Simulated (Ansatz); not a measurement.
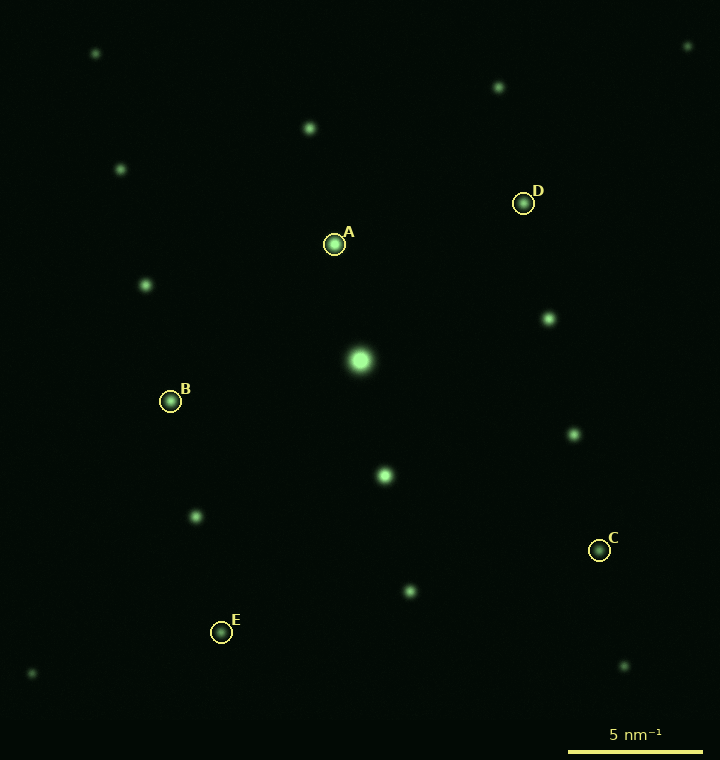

Kinematic zone-axis pattern, calculated for 200 keV electrons with B = 0.5 Å². The zone axis points towards the electron source and the pattern is seen from the source side.

Rh, space group Fm-3m (No. 225), a = 3.90 Å. Structure: the input geometry of an electronic-structure calculation (not necessarily at equilibrium).

| atom | site | symmetry | x | y | z |
| --- | --- | --- | --- | --- | --- |
| Rh | 4a | m-3m | 0.0000 | 0.0000 | 0.0000 |

Spot A is indexed -1 1 1 and spot B 0 -2 2.

**What are the indices of the remaining marked spots?**

C = −2A − B = 2 0 -4 (d = 0.872 Å). D = A − B = -1 3 -1 (d = 1.176 Å). E = −2A + B = 2 -4 0 (d = 0.872 Å).

**Find the zone axis.**

The cross product of A and B is parallel to [211]; every spot obeys hu + kv + lw = 0.

**What are the spacings of A and B and the angle between them?**

d(A) = 2.251 Å, d(B) = 1.379 Å, and the angle is 90.0°.
